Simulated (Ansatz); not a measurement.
**FH3S2Si: basis-set convergence**

How large a basis does FH3S2Si need? Two functionals are run in growing sets.

Program: Ansatz 0.2.0, Gaussian basis. Level of theory: one geometry, several basis sets. These are calculated values, not measurements.

The runs, in order: PBE0-D4/def2-SVP; ωB97M-V/def2-SVP; PBE0-D4/def2-QZVPP; ωB97M-V/def2-QZVPP; the functionals' def2-TZVPP values are taken from earlier runs.

## Step 1: The relaxed structure

The geometry comes from an earlier relaxation with PBE0-D4 in a triple-zeta def2 set; it is a stationary point, not always the lowest conformer.

SMILES `F[SiH](S)S`, 7 atoms, charge 0, spin multiplicity 1.

Atoms are counted from 1 here; the program's logs count them from 0.

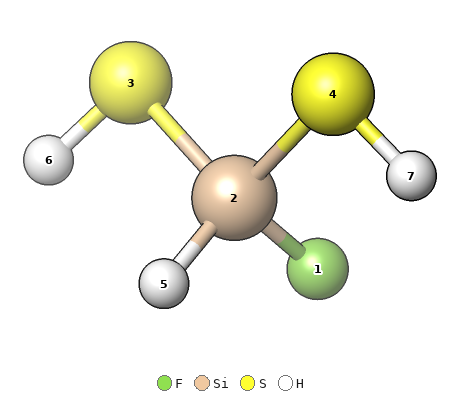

The structure; fluorine green, silicon light orange, sulfur yellow, hydrogen white; atoms are numbered from 1 in the order of the file.

## Step 2: PBE0-D4 in def2-SVP

Input file in.yaml:

```yaml
crystal:
  periodic: [false, false, false]
  atoms:
    - {symbol: F, position_ang: [-1.160769, -1.275528, 0.097846]}
    - {symbol: Si, position_ang: [0.009185, -0.203775, -0.075592]}
    - {symbol: S, position_ang: [0.815018, 0.448704, 1.766141]}
    - {symbol: S, position_ang: [-0.792162, 1.543165, -0.959029]}
    - {symbol: H, position_ang: [1.043301, -0.886197, -0.880085]}
    - {symbol: H, position_ang: [1.722807, -0.541964, 1.807551]}
    - {symbol: H, position_ang: [-1.576181, 0.847693, -1.802434]}
basis:
  gaussian: {orbitals: def2-SVP}
hamiltonian: {xc: pbe0, dispersion: d4}
output: {orbitals: {seedname: orbitals}}
```

On the command line:

```console
$ ansatz run in.yaml --threads 2 --pin off --events-out ev --progress --plain --max-ram 4352MiB
```

After this run come: ωB97M-V in def2-SVP; PBE0-D4 in def2-QZVPP; ωB97M-V in def2-QZVPP.

**Question.** What will the summary of the whole plan be? Wanted: PBE0-D4: double and triple zeta above quadruple; ωB97M-V: double and triple zeta above quadruple.

**Answer**, as computed:

| quantity | value |
| --- | --- |
| PBE0-D4: double and triple zeta above quadruple | 15.14, 1.09 eV |
| ωB97M-V: double and triple zeta above quadruple | 15.09, 1.03 eV |

In words: PBE0-D4 gains 14.05 eV from double to triple zeta, then 1.09 eV more. These are total energies; as a rule much of such shifts cancels in differences, which this series doesn't test. The LUMO of ωB97M-V is positive and keeps falling with the basis (2.28 to 1.27 eV): an unbound level that the basis holds in place.
